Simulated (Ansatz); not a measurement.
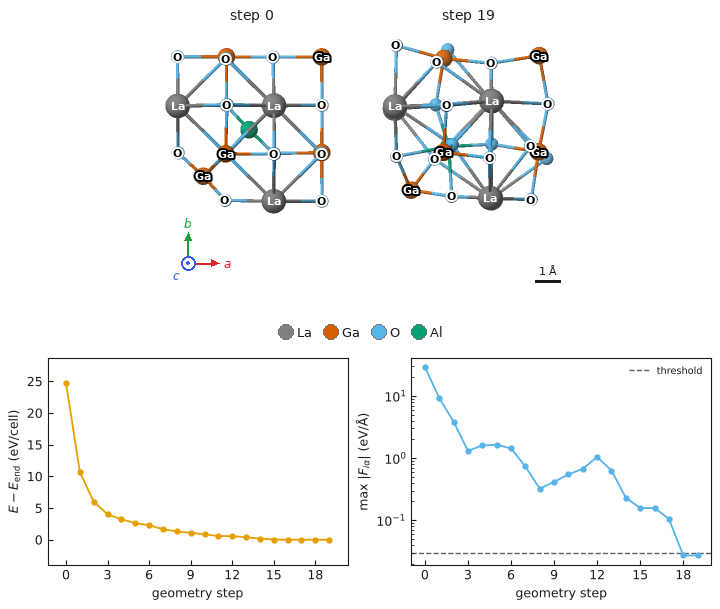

First and last geometry of a relaxation of a defect cell of composition La8Ga8O24Al (cell charge +2), with the history of the run. The picture is a ball-and-stick view of the atoms within 4.2 Å of the atom that moves most (axes of the cell of the calculation (origin shifted)), seen along the c axis.

The calculation used Ansatz, DFT, PBEsol, PAW, plane waves. (plane-wave cutoff 420 eV; k-point mesh 1 × 1 × 1; mesh shifted by (0.25, 0.25, 0.25); collinear spin; atoms relaxed in a fixed cell; force threshold 0.03 eV/Å; at most 80 steps)

What do the curves and the structures tell?

It converged. The largest move is that of the Al atom, 0.95 Å roughly along [−1 −1 0]. Largest moves by element: Al 0.95 Å, Ga 0.82 Å, La 0.80 Å, O 0.63 Å. The cell stays as it was. Some distances before and after: Ga–O 2.304 → 3.487 Å, Ga–O 3.086 → 2.011 Å, Al–O 3.010 → 2.018 Å, Al–La 2.402 → 3.239 Å. New bonds form: Al–O (3.01 → 2.02 Å), Al–O (3.01 → 2.19 Å), Ga–O (3.09 → 2.01 Å). Bonds break: Ga–O (2.30 → 3.49 Å). Among the angles between lasting bonds that change: O–Ga–O 175.2° → 97.7°, O–Al–O 175.2° → 100.6°, La–O–Al 117.4° → 76.2°. Over 19 geometry steps the energy falls by 24.758 eV per cell of the calculation. The largest force component goes from 29 to 0.027 eV/Å.

```csv
step,"E − E(0), meV/atom","largest force component, eV/Å"
0,0.00,28.9739
1,-342.76,9.2593
2,-457.72,3.8425
3,-506.04,1.3040
4,-524.96,1.5964
5,-539.99,1.6381
6,-547.89,1.4278
7,-563.55,0.7333
8,-571.73,0.3213
9,-577.35,0.4137
10,-583.30,0.5443
11,-589.59,0.6727
12,-590.04,1.0382
13,-594.27,0.6289
14,-599.30,0.2296
15,-603.11,0.1566
16,-603.71,0.1566
17,-603.81,0.1048
18,-603.86,0.0271
19,-603.86,0.0271
```

Limits of the set-up: the periodic images lie only 7.7 Å apart, so the values are limited by the cell's size; the cell is charged, on a uniform background, and energies carry no finite-size correction.
